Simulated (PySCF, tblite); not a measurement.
# CH7FO3Si3: dynamics, then NMR shifts on frames, part 2 of 2

tblite 0.8.0 and PySCF 2.14.0. Atoms count from 0.

### Step 5. NMR shieldings: 625 fs, PBE0/pcSseg-1

Job settings and geometry (Å):

```
{"job": {"kind": "nmr", "xc": "PBE0", "basis": "pcSseg-1", "pop": false}, "charge": 0, "multiplicity": 1}
C      1.719600     1.141300    -0.754900
Si     0.393200    -0.093700    -0.370600
F      0.806900    -1.509200    -1.082300
O      0.125600    -0.172300     1.204000
Si    -1.352400    -0.529900     1.817100
O     -2.520800     0.017800     0.837300
Si    -2.519800     0.509100    -0.737700
O     -0.884300     0.337600    -1.203700
H      2.524300     1.134200    -0.026900
H      1.371200     2.155800    -0.835800
H      2.091400     0.907700    -1.693100
H     -1.476900     0.167900     3.082000
H     -1.535100    -2.058100     1.907100
H     -2.610400     1.981100    -0.821400
H     -3.321400    -0.290000    -1.664600
```

Method: GIAO PBE0/pcSseg-1 NMR shielding, non-relativistic, gas phase.

Log:

```text
coarse grid: 14648 points
cycle   1  E = -1235.4598221982  dE =  1.258e+00  |g| = 1.301e+00  |ddm| = 3.778e+00
cycle   2  E = -1235.1467342353  dE =  3.131e-01  |g| = 1.861e+00  |ddm| = 2.091e+00
cycle   3  E = -1235.7463022347  dE = -5.996e-01  |g| = 1.141e-01  |ddm| = 1.368e+00
cycle   4  E = -1235.7485558601  dE = -2.254e-03  |g| = 5.167e-02  |ddm| = 1.262e-01
cycle   5  E = -1235.7490384921  dE = -4.826e-04  |g| = 1.278e-02  |ddm| = 3.651e-02
cycle   6  E = -1235.7490623100  dE = -2.382e-05  |g| = 3.276e-03  |ddm| = 9.866e-03
cycle   7  E = -1235.7490643453  dE = -2.035e-06  |g| = 7.614e-04  |ddm| = 2.772e-03
final grid: 129824 points
cycle   8  E = -1235.8297760738  dE = -1.165e-05  |g| = 1.215e-02  |ddm| = 1.675e-02
cycle   9  E = -1235.8297480516  dE =  2.802e-05  |g| = 1.751e-02  |ddm| = 1.785e-02
cycle  10  E = -1235.8298018978  dE = -5.385e-05  |g| = 9.035e-04  |ddm| = 1.087e-02
cycle  11  E = -1235.8298020598  dE = -1.620e-07  |g| = 1.851e-04  |ddm| = 6.950e-04
cycle  12  E = -1235.8298020654  dE = -5.646e-09  |g| = 7.735e-05  |ddm| = 1.641e-04
cycle  13  E = -1235.8298020663  dE = -8.667e-10  |g| = 1.872e-05  |ddm| = 5.560e-05
converged SCF energy = -1235.8298020663

GIAO shielding tensors (ppm)
atom      isotropic    diamagn.    paramagn.     s11        s22        s33       span
  0 C      193.721     257.458     -63.737    186.158    189.883    205.122     18.963
  1 Si     398.058     883.624    -485.567    377.128    378.904    438.140     61.012
  2 F      302.015     472.845    -170.830    251.929    271.794    382.322    130.393
  3 O      229.503     401.498    -171.995    193.271    218.387    276.849     83.578
  4 Si     386.729     880.370    -493.641    375.678    384.892    399.618     23.941
  5 O      246.704     403.081    -156.378    186.415    229.508    324.188    137.773
  6 Si     379.208     880.533    -501.325    350.110    377.890    409.623     59.512
  7 O      225.459     404.619    -179.160    181.503    219.077    275.798     94.295
  8 H       31.792      31.445       0.348     27.067     28.914     39.396     12.329
  9 H       31.819      32.874      -1.056     27.131     29.737     38.587     11.456
 10 H       32.919      32.379       0.540     27.866     30.584     40.306     12.439
 11 H       26.679      28.798      -2.118     23.008     24.063     32.967      9.959
 12 H       25.461      28.065      -2.604     22.374     23.166     30.845      8.471
 13 H       26.007      29.348      -3.341     22.455     23.873     31.693      9.238
 14 H       26.222      28.292      -2.069     22.769     23.566     32.332      9.563
```

It took 24 s on 1 thread, shared host.

In short: δ C0 -6.8, Si6 -30.0, Si4 -37.6, Si1 -48.9, H12 6.26, H13 5.71 ppm.

### Step 6. Nuclear shieldings: 800 fs, PBE0/pcSseg-1

Job settings and geometry (Å):

```
{"job": {"kind": "nmr", "xc": "PBE0", "basis": "pcSseg-1", "pop": false}, "charge": 0, "multiplicity": 1}
C      2.154700     0.713900    -0.059500
Si     0.489000    -0.293800    -0.229700
F      0.720100    -1.835700    -0.730300
O     -0.079800    -0.381800     1.249800
Si    -1.582300    -0.016300     1.803500
O     -2.582100    -0.094700     0.569300
Si    -2.267300     0.138300    -1.021300
O     -0.634600     0.256200    -1.299500
H      2.800900     0.546700    -0.882500
H      2.584400     0.306900     0.920400
H      2.030600     1.757100     0.247800
H     -1.350500     1.346600     2.296100
H     -1.883700    -0.995500     2.790500
H     -2.609900     1.535000    -1.342500
H     -2.872200    -0.940100    -1.635600
```

Method: GIAO PBE0/pcSseg-1 NMR shielding, non-relativistic, gas phase.

Log:

```text
coarse grid: 14648 points
cycle   1  E = -1235.4564583560  dE =  1.247e+00  |g| = 1.292e+00  |ddm| = 3.773e+00
cycle   2  E = -1235.1503462721  dE =  3.061e-01  |g| = 1.847e+00  |ddm| = 2.106e+00
cycle   3  E = -1235.7362603810  dE = -5.859e-01  |g| = 9.977e-02  |ddm| = 1.377e+00
cycle   4  E = -1235.7378606578  dE = -1.600e-03  |g| = 5.302e-02  |ddm| = 1.220e-01
cycle   5  E = -1235.7384214436  dE = -5.608e-04  |g| = 1.029e-02  |ddm| = 3.780e-02
cycle   6  E = -1235.7384359842  dE = -1.454e-05  |g| = 3.399e-03  |ddm| = 8.581e-03
cycle   7  E = -1235.7384381150  dE = -2.131e-06  |g| = 7.217e-04  |ddm| = 2.708e-03
final grid: 129824 points
cycle   8  E = -1235.8190630068  dE = -1.004e-05  |g| = 1.188e-02  |ddm| = 1.559e-02
cycle   9  E = -1235.8190350681  dE =  2.794e-05  |g| = 1.727e-02  |ddm| = 1.800e-02
cycle  10  E = -1235.8190875713  dE = -5.250e-05  |g| = 6.504e-04  |ddm| = 1.105e-02
cycle  11  E = -1235.8190876464  dE = -7.504e-08  |g| = 2.072e-04  |ddm| = 5.637e-04
cycle  12  E = -1235.8190876544  dE = -8.013e-09  |g| = 6.073e-05  |ddm| = 1.727e-04
cycle  13  E = -1235.8190876549  dE = -4.793e-10  |g| = 2.216e-05  |ddm| = 5.038e-05
converged SCF energy = -1235.8190876549

GIAO shielding tensors (ppm)
atom      isotropic    diamagn.    paramagn.     s11        s22        s33       span
  0 C      183.014     257.792     -74.778    167.168    180.960    200.915     33.747
  1 Si     397.806     882.925    -485.119    367.222    382.992    443.204     75.983
  2 F      302.262     472.315    -170.053    259.277    265.123    382.386    123.109
  3 O      221.340     404.821    -183.481    184.302    218.112    261.607     77.305
  4 Si     387.499     882.625    -495.126    368.238    387.235    407.023     38.785
  5 O      246.933     402.900    -155.968    182.052    230.319    328.428    146.376
  6 Si     375.318     880.979    -505.661    356.628    370.680    398.648     42.020
  7 O      226.249     402.987    -176.738    173.798    222.982    281.967    108.169
  8 H       31.717      30.798       0.919     26.832     28.614     39.706     12.874
  9 H       29.868      30.118      -0.251     25.679     28.262     35.662      9.983
 10 H       30.616      32.253      -1.637     26.684     28.352     36.811     10.126
 11 H       26.383      30.855      -4.472     22.706     24.556     31.887      9.181
 12 H       27.158      29.785      -2.627     23.404     24.401     33.669     10.265
 13 H       26.199      29.138      -2.939     22.279     23.971     32.346     10.067
 14 H       27.257      30.048      -2.791     23.479     24.546     33.747     10.268
```

Run time: 24 s. Hardware: 1 thread, shared host.

This run: δ C0 3.9, Si6 -26.2, Si4 -38.3, Si1 -48.6, H13 5.52, H11 5.33 ppm.

### Step 7. NMR shieldings: 1000 fs, PBE0/pcSseg-1

Job settings and geometry (Å):

```
{"job": {"kind": "nmr", "xc": "PBE0", "basis": "pcSseg-1", "pop": false}, "charge": 0, "multiplicity": 1}
C      1.866500     0.976500    -0.771500
Si     0.714200    -0.352200    -0.231000
F      1.345000    -1.761500    -0.122800
O      0.161200     0.011300     1.231000
Si    -1.343400     0.129400     1.823500
O     -2.249200     0.166500     0.469300
Si    -2.014300    -0.143800    -1.082400
O     -0.471900    -0.628500    -1.334800
H      1.506300     1.465800    -1.638700
H      2.720700     0.299200    -1.089500
H      2.237800     1.716800    -0.084200
H     -1.493600     1.441900     2.511500
H     -1.634800    -1.020700     2.674400
H     -2.264100     1.085300    -1.816100
H     -2.841500    -1.339800    -1.365600
```

Level: GIAO PBE0/pcSseg-1 NMR shielding, non-relativistic, gas phase.

Log:

```text
coarse grid: 14648 points
cycle   1  E = -1235.4633061427  dE =  1.396e+00  |g| = 1.297e+00  |ddm| = 3.802e+00
cycle   2  E = -1235.1625820343  dE =  3.007e-01  |g| = 1.836e+00  |ddm| = 2.098e+00
cycle   3  E = -1235.7438461109  dE = -5.813e-01  |g| = 1.159e-01  |ddm| = 1.383e+00
cycle   4  E = -1235.7461463954  dE = -2.300e-03  |g| = 5.156e-02  |ddm| = 1.246e-01
cycle   5  E = -1235.7466177545  dE = -4.714e-04  |g| = 1.109e-02  |ddm| = 3.439e-02
cycle   6  E = -1235.7466353650  dE = -1.761e-05  |g| = 3.200e-03  |ddm| = 8.958e-03
cycle   7  E = -1235.7466372214  dE = -1.856e-06  |g| = 7.962e-04  |ddm| = 2.609e-03
final grid: 129824 points
cycle   8  E = -1235.8289997359  dE = -1.568e-05  |g| = 1.194e-02  |ddm| = 1.607e-02
cycle   9  E = -1235.8289733533  dE =  2.638e-05  |g| = 1.708e-02  |ddm| = 1.788e-02
cycle  10  E = -1235.8290244512  dE = -5.110e-05  |g| = 6.887e-04  |ddm| = 1.088e-02
cycle  11  E = -1235.8290245419  dE = -9.068e-08  |g| = 1.817e-04  |ddm| = 5.788e-04
cycle  12  E = -1235.8290245486  dE = -6.678e-09  |g| = 5.394e-05  |ddm| = 1.518e-04
cycle  13  E = -1235.8290245489  dE = -3.593e-10  |g| = 1.842e-05  |ddm| = 3.887e-05
converged SCF energy = -1235.8290245489

GIAO shielding tensors (ppm)
atom      isotropic    diamagn.    paramagn.     s11        s22        s33       span
  0 C      192.327     257.910     -65.583    182.467    193.828    200.684     18.217
  1 Si     400.357     883.603    -483.246    359.255    392.791    449.026     89.771
  2 F      310.012     469.487    -159.475    276.822    280.779    372.436     95.614
  3 O      227.684     403.604    -175.920    176.918    233.335    272.799     95.881
  4 Si     389.264     881.438    -492.174    363.315    394.823    409.655     46.340
  5 O      245.629     403.867    -158.238    185.754    217.978    333.156    147.403
  6 Si     387.632     881.429    -493.797    380.477    383.566    398.853     18.376
  7 O      228.838     403.080    -174.242    202.285    213.222    271.008     68.723
  8 H       32.086      32.905      -0.819     27.036     30.328     38.893     11.857
  9 H       30.435      27.924       2.511     25.288     28.737     37.280     11.992
 10 H       31.328      31.669      -0.341     26.529     28.568     38.886     12.357
 11 H       26.307      29.157      -2.851     23.210     23.557     32.153      8.943
 12 H       26.413      29.214      -2.801     23.164     23.704     32.371      9.207
 13 H       26.533      29.987      -3.454     23.194     23.985     32.421      9.228
 14 H       26.253      28.547      -2.295     22.527     23.694     32.537     10.010
```

Wall time 24 s (1 thread, shared host).

This run: δ C0 -5.4, Si6 -38.5, Si4 -40.1, Si1 -51.2, H14 5.46, H11 5.41 ppm.

### Step 8. Comparing the runs: NMR shifts

Shifts (ppm) of some atoms, chosen among heavy atoms and hydrogens apart, with basis size and wall time:

| frame | C0 | H9 | H10 | Si6 | F2 | O3 | O5 | functions | time |
| --- | --- | --- | --- | --- | --- | --- | --- | --- | --- |
| 250 fs | -2.8 | 1.13 | 0.16 | -34.4 | -128.5 | 103.6 | 97.4 | 192 | 23 s |
| 425 fs | -6.4 | -0.02 | -0.36 | -33.8 | -133.5 | 107.8 | 104.2 | 192 | 25 s |
| 625 fs | -6.8 | -0.10 | -1.20 | -30.0 | -131.1 | 106.6 | 89.4 | 192 | 24 s |
| 800 fs | 3.9 | 1.85 | 1.10 | -26.2 | -131.3 | 114.7 | 89.1 | 192 | 24 s |
| 1000 fs | -5.4 | 1.28 | 0.39 | -38.5 | -139.1 | 108.4 | 90.4 | 192 | 24 s |

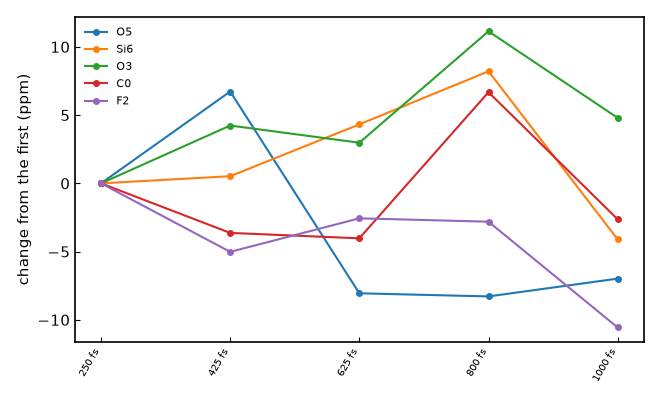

How five of the tabulated atoms move from run to run.

### Step 9. Results

What follows sums up all 2 parts.

| quantity | value |
| --- | --- |
| thermostat | 300 K |
| mean temperature, second half | 314 K |
| mean potential energy above the minimum | 0.50 eV |
| ¹³C shifts against TMS (PBE0/pcSseg-1, 250 fs) | -2.8 ppm |
| ¹H shifts against TMS (PBE0/pcSseg-1, 250 fs) | 6.35, 6.21, 5.67, 4.77, 1.13, 0.16, -0.23 ppm |
| ²⁹Si shifts against TMS (PBE0/pcSseg-1, 250 fs) | -34.4, -35.8, -52.3 ppm |
| ¹⁹F shifts against CFCl3 (PBE0/pcSseg-1, 250 fs) | -128.5 ppm |
| ¹⁷O shifts against H2O (PBE0/pcSseg-1, 250 fs) | 106.0, 103.6, 97.4 ppm |
| range of the shift of O5 | 89.1 to 104.2 ppm |

What this shows: In the second half the potential energy averages 0.50 eV above the minimum; equipartition over 39 harmonic modes at 300 K would give 0.50 eV. With 15 atoms the temperature swings widely (124 to 460 K). Shifts at one fixed geometry are not the observed spectrum, which averages over the motion. In the first frame run (250 fs): The widest tensor belongs to O5: span 162 ppm, with a paramagnetic part of -165 ppm. Across the 5 runs the shift of O5 moves most, between 89.1 (800 fs) and 104.2 ppm (425 fs).
